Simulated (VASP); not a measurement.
Band structure of Sr₃SbN (space group Pm-3m). All values below come from modified Becke-Johnson potential (mBJ) with spin-orbit coupling, VASP's PBE PAW potentials (set 64) (plane waves; VASP 6.6.1).

mBJ is a potential without an energy functional, so only the levels count.

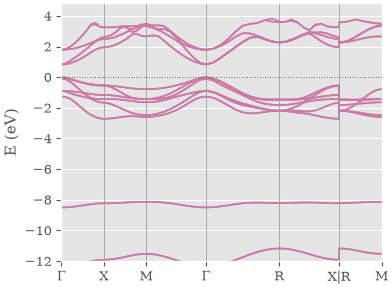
Figure. Bands along high-symmetry lines, zero at the valence-band maximum or, without a gap, the Fermi level

**Question.** Read the plot: is there a gap, and where are the band edges?

**Answer.** The gap is direct, 0.82 eV, from the valence maximum at Γ to the conduction minimum at Γ.

The structure comes from a computed database's Sr3SbN entry (Pm-3m); how it stands against other phases isn't given here. It was relaxed first. The cell's shape comes from a PBE relaxation.
